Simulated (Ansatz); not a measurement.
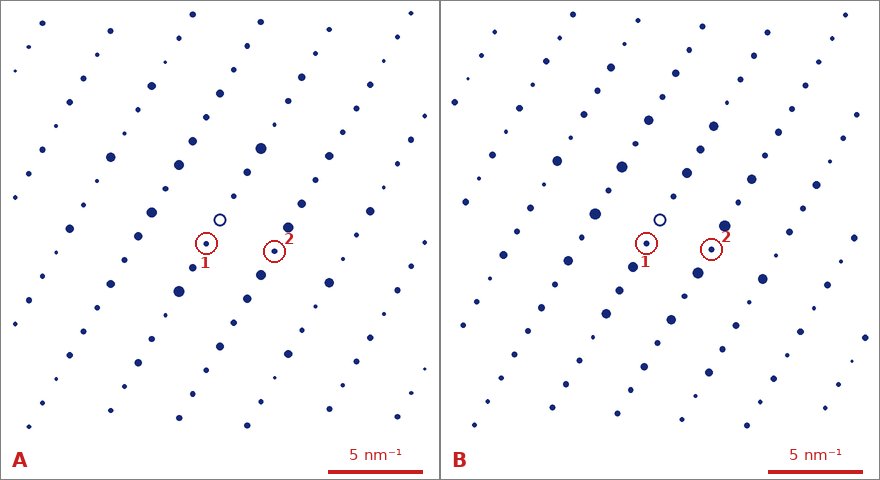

Kinematic electron diffraction patterns (300 kV, B = 0.5 Å², same scale) along [010] of the run's own cell, for the start and the end of one relaxation of Hf2NiH3 with DFT, PAW plane waves, pbesol, spin-orbit in Ansatz 0.2.0. k mesh 6×6×3. The start is a generated model structure, and the relaxation ends in the nearest stationary point of its symmetry, not necessarily the ground state. Spot 1 is 0 0 -1 and spot 2 is -1 0 0 in both.

Start structure:

```
H Ni Hf
1.0
     3.15960    0.00000    0.00000
     0.00000    3.15960    0.00000
     0.00000    0.00000    6.92467
H Ni Hf
3 1 2
Direct
  0.50000 0.50000 0.00000
  0.00000 0.50000 0.38200
  0.50000 0.00000 0.61800
  0.00000 0.00000 0.00000
  0.00000 0.50000 0.73400
  0.50000 0.00000 0.26600
```

Which pattern belongs to the start structure, and which to the relaxed one?

B is the start: its cell gives d(1) = 6.925 Å, d(2) = 3.160 Å and an angle of 90.0°. A is the relaxed structure, with d(1) = 6.817 Å (-1.6 %), d(2) = 2.971 Å (-6.0 %) and 90.0°.

Name reflections whose intensity changes strongly on relaxation.

0 0 4 goes from 58 to 1 % of the strongest spot; 2 0 -4 goes from 24 to 0.4 % of the strongest spot; 1 0 3 goes from 51 to 8 % of the strongest spot.

Summarise the relaxation behind the change.

The volume changed by -13.0 % to 10.03 Å³ an atom; with the mean shift removed, the atoms moved by up to 0.34 Å relative to the cell (Hf most); the space group stayed P-4m2 (No. 115); the free energy fell by 200 meV an atom. Relaxed cell: a = 2.971 Å, b = 2.971 Å, c = 6.817 Å, α = 90.00°, β = 90.00°, γ = 90.00°.
